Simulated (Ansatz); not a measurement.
# UBHLYP/def2-SVP run of SiCl3O (SMILES [O][Si](Cl)(Cl)Cl)

Aim: the electronic atomisation energy of SiCl3O at UBHLYP/def2-SVP, from 4 runs. 

The results are computed with Ansatz 0.2.0.

61 further runs of the same task are left out: 10 that didn't finish, 51 set aside as unsound or not needed. Runs told in other sessions of the task aren't counted.

## (1) The structure to begin with

The species is SiCl3O (5 atoms), meant as a doublet with charge 0. As SMILES, `[O][Si](Cl)(Cl)Cl`. The shape is that of a PBE0-D4/def2-TZVP optimisation.

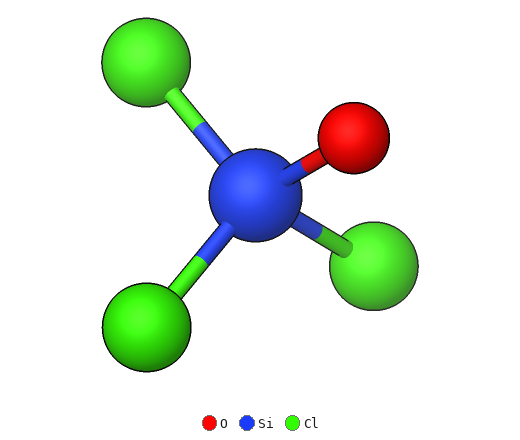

The structure, seen from a chosen angle (oxygen red, silicon blue, chlorine green).

## (2) The energy at UBHLYP/def2-SVP

File in.yaml:

```yaml
crystal:
  periodic: [false, false, false]
  atoms:
    - symbol: O
      position_ang: [0.815000, -1.070800, 1.039300]
    - symbol: Si
      position_ang: [0.038600, -0.018800, 0.041000]
    - symbol: Cl
      position_ang: [-1.536500, 0.855600, 0.950500]
    - symbol: Cl
      position_ang: [-0.542800, -1.265500, -1.438700]
    - symbol: Cl
      position_ang: [1.275600, 1.425900, -0.633600]
basis:
  gaussian:
    orbitals: def2-SVP
magnetization:
  spin_polarized: true
  initial_magnetization: 1
hamiltonian:
  xc: {name: BHLYP}
accuracy: high
output:
  orbitals: {seedname: orbitals}
```

Command:

```console
$ ansatz run in.yaml --threads 1 --pin off --max-ram 3480MiB --events-out events.jsonl --progress --plain --runs-dir runs
```

The log of the run:

```text
Warning: RAYON_NUM_THREADS=1 ignored (pool sized by the plan → 1); use --threads N
Functional definition: BHLYP
  name "BHLYP"
  parameter a = 0.5
  exchange = (1 - a)*b88_x + a*exact_x
  correlation = lyp_c
1630 factors; integrals over basis functions are off by at most 3.6e-9 eV
mean field evaluation 1: about -47466.4244 eV, gradient 4.3e1 eV
mean field evaluation 2: about -47389.1972 eV, gradient 1.2e2 eV
mean field evaluation 4: about -47477.8858 eV, gradient 9.5e0 eV
mean field evaluation 8: about -47478.6706 eV, gradient 8.5e-1 eV
mean field evaluation 16: about -47478.6757 eV, gradient 9.5e-3 eV
mean field evaluation 32: about -47478.6758 eV, gradient 8.6e-6 eV
mean field -47478.67575017 eV, -1744.8091516164 hartree, gradient 2.8e-8 eV, S^2 0.753626; 2 other end points of the search recorded, 0 dependent functions left out
reference -47478.67577202 eV, -1744.8091524196 hartree; 37, 36 occupied and 49, 50 virtual orbitals, 1630 factors
Total energy: -47478.67577202 eV, -1744.8091524196 hartree
```

Run time: 38 s. Hardware: 1 thread of Arm Neoverse V2, shared host; peak memory 0.5 GiB.

## (3) The Cl atom, same level

File input.yaml:

```yaml
crystal:
  periodic: [false, false, false]
  atoms:
    - symbol: Cl
      position_ang: [0.000000, 0.000000, 0.000000]
basis:
  gaussian:
    orbitals: def2-SVP
magnetization:
  spin_polarized: true
  initial_magnetization: 1
hamiltonian:
  xc: {name: BHLYP}
accuracy: high
```

Run the same way, it converges to -459.99739 Eh (log not shown).

## (4) The O atom, same level

File in.yaml:

```yaml
basis:
  gaussian: {orbitals: def2-SVP}
crystal:
  periodic: [false, false, false]
  atoms:
    - {symbol: O, position_ang: [0.000000, 0.000000, 0.000000]}
total_charge: 0
magnetization: {spin_polarized: true, initial_magnetization: 2}
hamiltonian: {xc: {name: BHLYP}}
accuracy: high
```

Run the same way, it converges to -74.98239 Eh (log not shown).

## (5) The Si atom at the same level

File run.yaml:

```yaml
crystal:
  periodic: [false, false, false]
  atoms:
    - {symbol: Si, position_ang: [0.000000, 0.000000, 0.000000]}
basis:
  gaussian:
    orbitals: def2-SVP
magnetization:
  spin_polarized: true
  initial_magnetization: 2
hamiltonian:
  xc: {name: BHLYP}
accuracy: high
```

Run the same way, it converges to -289.27962 Eh (log not shown).

## (6) Outcome

At UBHLYP/def2-SVP:

| quantity | value |
| --- | --- |
| molecule: total energy | -1744.80915 Eh |
| molecule: HOMO energy (highest over α and β) | -10.80 eV |
| molecule: LUMO energy (lowest over α and β) | -3.71 eV |
| molecule: ⟨S²⟩ | 0.754 |
| Cl atom: total energy | -459.99739 Eh |
| Cl atom: ⟨S²⟩ | 0.753 |
| O atom: total energy | -74.98239 Eh |
| O atom: ⟨S²⟩ | 2.003 |
| Si atom: total energy | -289.27962 Eh |
| Si atom: ⟨S²⟩ | 2.004 |
| electronic atomisation energy | 15.101 eV |

Taking the molecule apart into free atoms costs 15.10 eV (1457 kJ/mol), before zero-point energy and without spin-orbit coupling.
